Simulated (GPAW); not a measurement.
**STM contrast on 1T-IrSeTe monolayer**

Aim: Tersoff-Hamann images of 1T-IrSeTe monolayer at several biases.

Method: GPAW, PAW setups; layer in a repeated cell with vacuum, relaxation of atoms and in-plane cell, in the first sound run; inputs show where later runs differ, in GPAW 26.7.0.

## 1. The starting structure

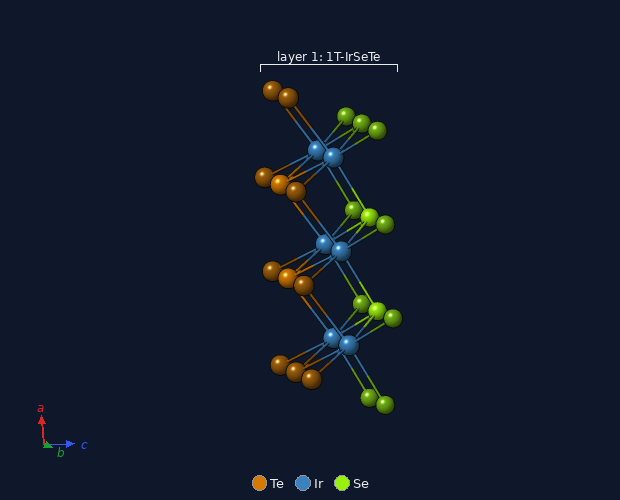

Start, viewed from the side, with the c axis across the page; tellurium orange, iridium blue, selenium green. 2×1×1 cells are drawn. Some periodic images of atoms are drawn too.

The cell holds 3 atoms: 1 Te, 1 Ir and 1 Se. Its edges and angles: a = 3.685 Å, b = 3.685 Å, c = 20.903 Å, α = 90.0°, β = 90.0°, γ = 120.0°. Vacuum lies along c.

Coordinates:

```cif
data_structure
_symmetry_space_group_name_H-M 'P 1'
_symmetry_Int_Tables_number 1
_cell_length_a 3.6853
_cell_length_b 3.6853
_cell_length_c 20.9028
_cell_angle_alpha 90.000
_cell_angle_beta 90.000
_cell_angle_gamma 120.000
_cell_volume 245.86
loop_
_atom_site_label
_atom_site_type_symbol
_atom_site_fract_x
_atom_site_fract_y
_atom_site_fract_z
_atom_site_occupancy
Te1 Te 0.66667 0.33333 0.43056 1
Ir2 Ir 0.00000 0.00000 0.50765 1
Se3 Se 0.33333 0.66667 0.56944 1
```

## 2. Relaxing the atoms

Forces are removed first; all later runs use this geometry.

File run.py:

```python
import json
import numpy as np
from ase import Atoms
from ase.filters import FrechetCellFilter
from ase.optimize import BFGS
from gpaw import GPAW, PW

slab = Atoms(
    ['Te', 'Ir', 'Se'],
    positions=[
        [1.84265, 1.06386, 9.00000],
        [0.00000, 0.00000, 10.61133],
        [-0.00000, 2.12771, 11.90283]],
    cell=[[3.68531, 0.0, 0.0], [-1.84265, 3.19157, 0.0], [0.0, 0.0, 20.9028]],
    pbc=[True, True, True])

slab.calc = GPAW(mode=PW(600), xc='PBE', kpts={'size': (9, 9, 1), 'gamma': True},
                 occupations={'name': 'fermi-dirac', 'width': 0.05}, nbands='160%',
                 convergence={'density': 1e-05}, maxiter=200,
                 symmetry={'tolerance': 1e-3}, txt='slab.txt')
result = {}
# The in-plane cell is free; stress needs a cell that repeats along all three vectors
path = []
opt = BFGS(FrechetCellFilter(slab, mask=[1, 1, 0, 0, 0, 1]), maxstep=0.2)
opt.attach(lambda: path.append((slab.get_potential_energy(), slab.positions.tolist(), slab.get_forces().tolist())))
result['relaxed'] = bool(opt.run(fmax=0.02, steps=45))
result['path'] = path
result['cell'] = slab.cell.tolist()
print('in-plane lattice', slab.cell.cellpar().round(4)[[0, 1, 5]])
energy = slab.get_potential_energy()
fermi = slab.calc.get_fermi_level()
v = slab.calc.get_electrostatic_potential().mean((0, 1)) - fermi
n = slab.calc.get_pseudo_density().mean((0, 1))
L = slab.cell[2, 2]
z = np.arange(len(v)) * L / len(v)
low, high = slab.positions[:, 2].min(), slab.positions[:, 2].max()
below, above = np.interp([low - 6.8, high + 6.8], z, v)
slopes = [np.interp(x, z, np.gradient(v, z)) for x in (low - 6.8, high + 6.8)]
eps = np.array([[slab.calc.get_eigenvalues(k, s) for k in range(len(slab.calc.get_ibz_k_points()))]
                for s in range(slab.calc.get_number_of_spins())]) - fermi
top, bottom = eps[eps < 0].max(), eps[eps > 0].min()
dipole = slab.get_dipole_moment()[2]
print(f'energy {energy:.4f} eV, Fermi level {fermi:.4f} eV, dipole {dipole:.5f} e A')
print(f'potential 6.8 A off the faces, from the Fermi level: lower {below:.4f} eV, upper {above:.4f} eV')
print(f'slope of the potential there: lower {slopes[0]:.5f}, upper {slopes[1]:.5f} eV/A')
print(f'nearest levels on the mesh: {top:.4f} and {bottom:.4f} eV')
print('magnetic moment', round(slab.get_magnetic_moment(), 3))
result.update(energy=energy, fermi=fermi, dipole=dipole, below=below, above=above, slopes=slopes, edges=[top, bottom],
              z=z.tolist(), v=v.tolist(), n=n.tolist(), positions=slab.positions.tolist(),
              forces=slab.get_forces(apply_constraint=False).tolist(), moments=slab.get_magnetic_moments().tolist())
json.dump(result, open('result.json', 'w'))
```

On the command line:

```console
$ OMP_NUM_THREADS=1 OPENBLAS_NUM_THREADS=1 python run.py
```

Output:

```text
Step          Energy          fmax
BFGS:    0      -16.537678        0.397202
BFGS:    1      -16.543032        0.320701
BFGS:    2      -16.554713        0.233770
BFGS:    3      -16.556432        0.255869
BFGS:    4      -16.565136        0.281056
BFGS:    5      -16.571675        0.281049
BFGS:    6      -16.576054        0.210722
BFGS:    7      -16.577302        0.125821
BFGS:    8      -16.578276        0.046909
BFGS:    9      -16.578435        0.015031
in-plane lattice [  3.812   3.812 120.   ]
energy -16.5646 eV, Fermi level -1.6007 eV, dipole -0.01475 e A
potential 6.8 A off the faces, from the Fermi level: lower 4.8977 eV, upper 4.9437 eV
slope of the potential there: lower -0.00999, upper -0.01006 eV/A
nearest levels on the mesh: -0.0105 and 0.0390 eV
magnetic moment 0.0
```

The job ended after 8.6 min (1 thread of Arm Neoverse V1, shared host; peak memory 0.4 GiB).

Numbers from this step:

```
dipole along the normal                    : -0.01475 e·Å
levels nearest the Fermi level on the mesh : -0.01050, 0.03896 eV from the Fermi level
```

Electrostatic potential energy of an electron (without an applied field's), less the Fermi level, planar mean against z:

```tsv
z (Å)	electrostatic potential energy of an electron (without an applied field's), less the Fermi level, planar mean (eV)
0	4.92
2	4.90
4	4.88
6	4.85
8	2.02
10	-6.79
12	-11.8
14	4.93
16	4.97
18	4.95
20	4.93
```

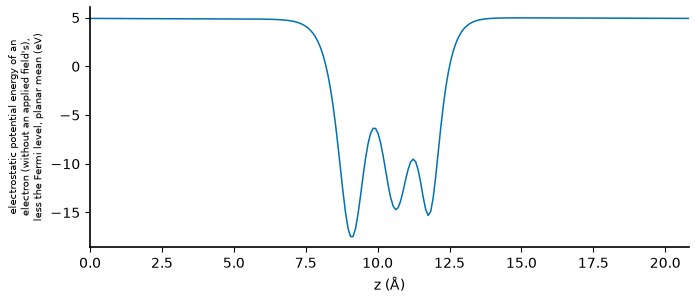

Electrostatic potential energy of an electron (without an applied field's), less the Fermi level, planar mean, plotted against z.

The pseudo valence density, planar mean oscillates, so the rows of the table below give means over windows of 2 Å about each position, cut where the curve ends. Its maxima inside the range that stand out by 2 % of the span (Å: e/Å³): 8.5: 0.255, 10.6: 1.26, 12.2: 0.307. Its minima: 9.1: 0.101, 11.8: 0.213.

Table of pseudo valence density, planar mean by z; means over each step:

```tsv
z (Å)	pseudo valence density, planar mean (e/Å³)
4	7.2e-6
6	0.00146
8	0.115
10	0.626
12	0.320
14	0.00997
16	2.6e-5
```

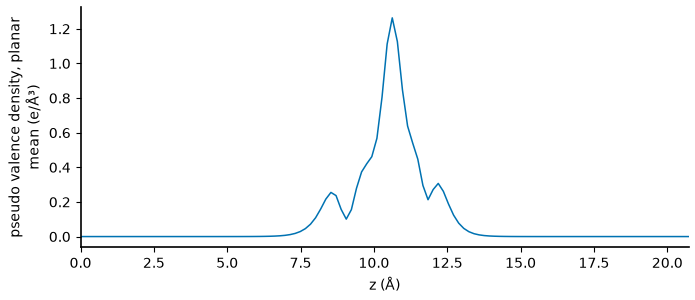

Pseudo valence density, planar mean against z.

The relaxation lowered the energy of the cell by 0.0397 eV (energies extrapolated to zero smearing; the optimiser's log prints free energies). The largest force left on a free atom is 0.014 eV/Å.

## 3. The slab's potential

The work function is the vacuum plateau of the electrostatic potential less the Fermi level; a dipole layer lets the two faces have plateaus of their own.

This step: GPAW, PAW setups; slab in vacuum (GPAW 26.7.0).

The cell differs from the one that the last finished run ended in (c 20.903 → 20.707 Å).

File run.py:

```python
import json
import numpy as np
from ase import Atoms
from ase.dft.stm import STM
from gpaw import GPAW, PW

slab = Atoms(
    ['Te', 'Ir', 'Se'],
    positions=[
        [1.90601, 1.10044, 9.00000],
        [-0.00000, 0.00000, 10.52787],
        [-0.00000, 2.20087, 11.70738]],
    cell=[[3.81203, -0.0, 0.0], [-1.90601, 3.30131, 0.0], [0.0, 0.0, 20.7074]],
    pbc=[True, True, False])

slab.calc = GPAW(mode=PW(400), xc='PBE', kpts={'size': (9, 9, 1), 'gamma': True},
                 occupations={'name': 'fermi-dirac', 'width': 0.05}, nbands='160%',
                 convergence={'density': 1e-05}, maxiter=200,
                 poissonsolver={'dipolelayer': 'xy'},
                 symmetry={'tolerance': 1e-3}, txt='slab.txt')
result = {}
energy = slab.get_potential_energy()
fermi = slab.calc.get_fermi_level()
v = slab.calc.get_electrostatic_potential().mean((0, 1)) - fermi
n = slab.calc.get_pseudo_density().mean((0, 1))
L = slab.cell[2, 2]
z = np.arange(len(v)) * L / len(v)
low, high = slab.positions[:, 2].min(), slab.positions[:, 2].max()
below, above = np.interp([low - 6.8, high + 6.8], z, v)
slopes = [np.interp(x, z, np.gradient(v, z)) for x in (low - 6.8, high + 6.8)]
eps = np.array([[slab.calc.get_eigenvalues(k, s) for k in range(len(slab.calc.get_ibz_k_points()))]
                for s in range(slab.calc.get_number_of_spins())]) - fermi
top, bottom = eps[eps < 0].max(), eps[eps > 0].min()
dipole = slab.get_dipole_moment()[2]
print(f'energy {energy:.4f} eV, Fermi level {fermi:.4f} eV, dipole {dipole:.5f} e A')
print(f'potential 6.8 A off the faces, from the Fermi level: lower {below:.4f} eV, upper {above:.4f} eV')
print(f'slope of the potential there: lower {slopes[0]:.5f}, upper {slopes[1]:.5f} eV/A')
print(f'nearest levels on the mesh: {top:.4f} and {bottom:.4f} eV')
print('magnetic moment', round(slab.get_magnetic_moment(), 3))
result.update(energy=energy, fermi=fermi, dipole=dipole, below=below, above=above, slopes=slopes, edges=[top, bottom],
              z=z.tolist(), v=v.tolist(), n=n.tolist(), positions=slab.positions.tolist(),
              forces=slab.get_forces(apply_constraint=False).tolist(), moments=slab.get_magnetic_moments().tolist())

# Images need the states of the whole zone, up to time reversal
slab.calc = slab.calc.fixed_density(symmetry={'point_group': False}, txt='states.txt', nbands='280%',
                                    convergence={'bands': 'CBM+2.3'})
stm = STM(slab)
result['stm'] = []
for bias in [-1.5, 2.0]:
    height = high + 4.0
    current = stm.get_averaged_current(bias, height)
    x, y, h = stm.scan(bias, current)
    i, f = divmod(height / L * stm.ldos.shape[2], 1)
    I = abs((1 - f) * stm.ldos[:, :, int(i)] + f * stm.ldos[:, :, int(i) + 1])
    print(f'bias {bias} V: mean current at 4.0 A {current:.4e}, corrugation {np.ptp(h):.4f} A')
    result['stm'].append(dict(bias=bias, current=current, h=(h - high).tolist(), I=I.tolist()))
json.dump(result, open('result.json', 'w'))
```

Output:

```text
energy -16.5015 eV, Fermi level -1.5701 eV, dipole -0.01122 e A
potential 6.8 A off the faces, from the Fermi level: lower 4.8429 eV, upper 5.0016 eV
slope of the potential there: lower 0.00002, upper -0.00004 eV/A
nearest levels on the mesh: -0.0106 and 0.0390 eV
magnetic moment 0.0
bias -1.5 V: mean current at 4.0 A 4.8362e-06, corrugation 0.4828 A
bias 2.0 V: mean current at 4.0 A 2.5457e-05, corrugation 0.1345 A
```

Run time: 2.3 min. Hardware: 1 thread; peak memory 0.4 GiB.

This step gave:

```yaml
dipole_along_the_normal: -0.01122 e·Å
levels_nearest_the_fermi_level_on_the_mesh: -0.01061, 0.03900 eV from the Fermi level
upper_work_function: 5.002 eV
lower_work_function: 4.843 eV
corrugation_minus_1p5: 0.4828 Å
corrugation_2: 0.1345 Å
```

Table of electrostatic potential energy of an electron (without an applied field's), less the Fermi level, planar mean by z:

```tsv
z (Å)	electrostatic potential energy of an electron (without an applied field's), less the Fermi level, planar mean (eV)
0	4.92
2	4.84
4	4.84
6	4.83
8	1.22
10	-7.78
12	-9.22
14	4.96
16	5.00
18	5.00
20	5.00
```

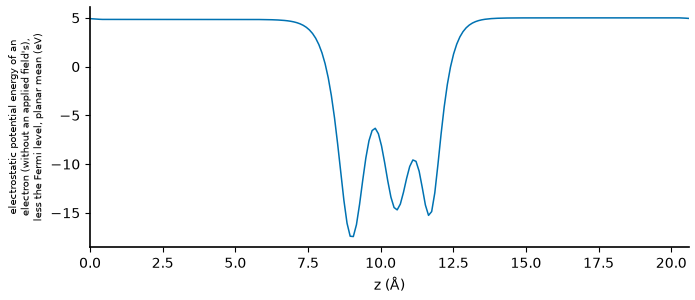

Electrostatic potential energy of an electron (without an applied field's), less the Fermi level, planar mean, plotted against z.

Pseudo valence density, planar mean against z:

```tsv
z (Å)	pseudo valence density, planar mean (e/Å³)
5	4.9e-5
6	6.8e-4
7	0.0103
8	0.131
9	0.120
10	0.583
11	0.690
12	0.284
13	0.0447
14	0.00213
15	1.1e-4
```

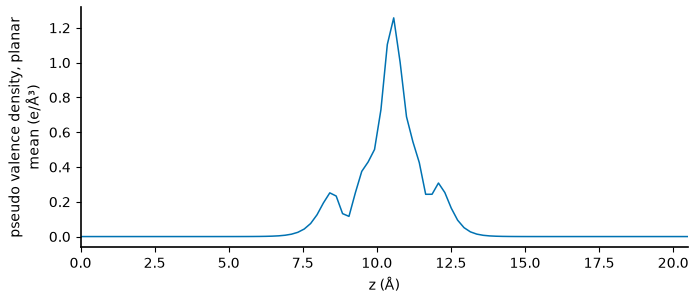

Pseudo valence density, planar mean against z.

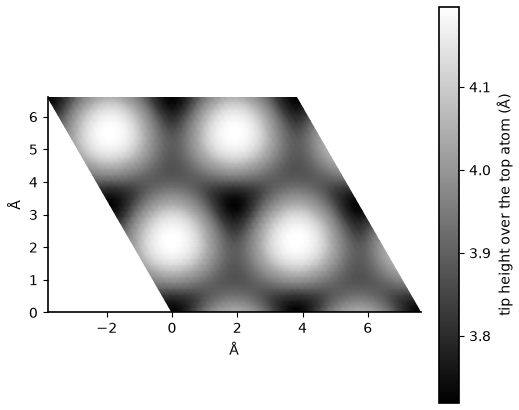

Tip height over the top atom over a1 and a2. Sample bias -1.5 V, constant current at the mean current 4.0 Å over the top atom. The cell is repeated, with its origin at the lower left corner.

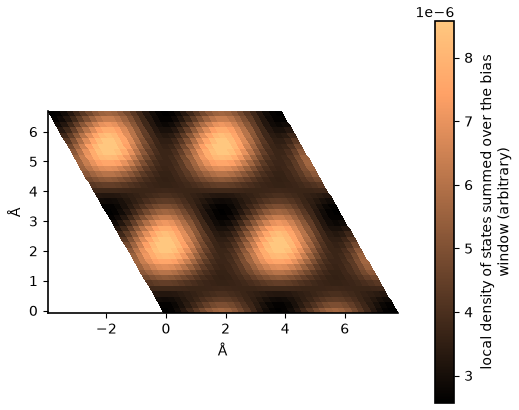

Local density of states summed over the bias window over a1 and a2. Sample bias -1.5 V, constant height 4.0 Å over the top atom. The cell is repeated, with its origin at the lower left corner.

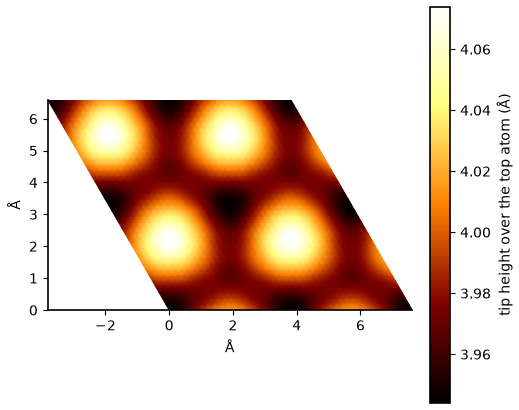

Tip height over the top atom over a1 and a2. Sample bias 2 V, constant current at the mean current 4.0 Å over the top atom. The cell is repeated, with its origin at the lower left corner.

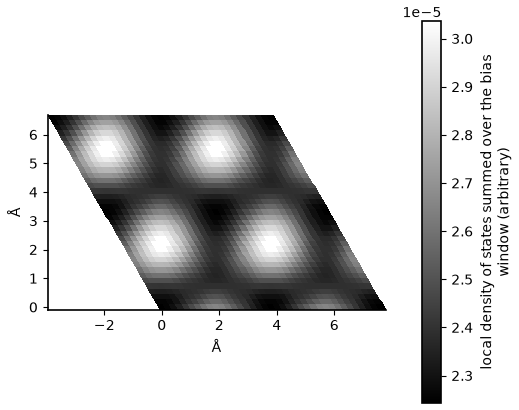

Local density of states summed over the bias window over a1 and a2. Sample bias 2 V, constant height 4.0 Å over the top atom. The cell is repeated, with its origin at the lower left corner.

The potential is flat to 3.5e-5 eV/Å where it is read, so the vacuum is wide enough.

## 4. A changed run

One more run, with changed settings.

run.py: that of step 3 with these lines changed.

```diff
@@ -3,3 +3,2 @@
 from ase import Atoms
-from ase.dft.stm import STM
 from gpaw import GPAW, PW
@@ -15,5 +14,5 @@
 
-slab.calc = GPAW(mode=PW(400), xc='PBE', kpts={'size': (9, 9, 1), 'gamma': True},
+slab.calc = GPAW(mode=PW(60), xc='PBE', kpts={'size': (9, 9, 1), 'gamma': True},
                  occupations={'name': 'fermi-dirac', 'width': 0.05}, nbands='160%',
-                 convergence={'density': 1e-05}, maxiter=200,
+                 convergence={'density': 1e-05}, maxiter=100,
                  poissonsolver={'dipolelayer': 'xy'},
@@ -42,16 +41,2 @@
               forces=slab.get_forces(apply_constraint=False).tolist(), moments=slab.get_magnetic_moments().tolist())
-
-# Images need the states of the whole zone, up to time reversal
-slab.calc = slab.calc.fixed_density(symmetry={'point_group': False}, txt='states.txt', nbands='280%',
-                                    convergence={'bands': 'CBM+2.3'})
-stm = STM(slab)
-result['stm'] = []
-for bias in [-1.5, 2.0]:
-    height = high + 4.0
-    current = stm.get_averaged_current(bias, height)
-    x, y, h = stm.scan(bias, current)
-    i, f = divmod(height / L * stm.ldos.shape[2], 1)
-    I = abs((1 - f) * stm.ldos[:, :, int(i)] + f * stm.ldos[:, :, int(i) + 1])
-    print(f'bias {bias} V: mean current at 4.0 A {current:.4e}, corrugation {np.ptp(h):.4f} A')
-    result['stm'].append(dict(bias=bias, current=current, h=(h - high).tolist(), I=I.tolist()))
 json.dump(result, open('result.json', 'w'))
```

Output:

```text
energy 153.4472 eV, Fermi level -2.1670 eV, dipole -0.08692 e A
potential 6.8 A off the faces, from the Fermi level: lower 6.5873 eV, upper 8.2653 eV
slope of the potential there: lower -0.12344, upper 0.17667 eV/A
nearest levels on the mesh: -0.1115 and 0.1400 eV
magnetic moment 0.0
```

It took 7.3 s on 1 thread; peak memory 0.12 GiB.

The run finished. A setting was moved off its sound value on purpose, so it serves as a test and not as the result.

The fault put into the input: a cutoff far too low (ecut = 60).

Side by side:

```tsv
quantity	this run	sound run	difference
dipole along the normal (e·Å)	-0.086922	-0.011222	-0.0757
```

One result that differs is the dipole along the normal, -0.0869 e·Å against -0.0112 e·Å.

## 5. Summary of results

| Property | Result |
| --- | --- |
| work function, upper and lower face | 5.002 and 4.843 eV |
| dipole along the normal | -0.0112 e Å |
| corrugation at -1.5 V | 0.483 Å |
| corrugation at 2 V | 0.134 Å |

In words: The corrugation at constant current is largest at -1.5 V, where the tip height varies by 0.48 Å over the cell. Negative sample bias images filled states, positive bias empty ones. The two faces differ by 0.16 eV, the step that the slab's dipole makes (e p/(ε0 A) gives 0.16 eV), so the dipole layer is needed. The images are of Tersoff-Hamann type: an s-wave tip, no tip-sample forces, heights closer than in a microscope. The starting lattice was a guess from atomic radii; the relaxation moved it by 3 %. The relaxation of atoms and cell ran in a fully periodic cell without the dipole layer, so the atoms of this polar layer felt a small spurious field. The cell holds an odd number of electrons, so without spin polarisation it must come out metallic and without a moment, whatever its true state. The layer's cell and atoms come from the relaxation; spin-orbit coupling and temperature are left out.

[Logs are printed without paths, hosts, clocks, repeated set-up lines and the standing remarks that a program may print on its own settings, such as how far it seeks lower states.]

[Hosts, paths, dates, database ids (printed as entryN), source tags and the programs' standing remarks are cut or masked in the printed files.]
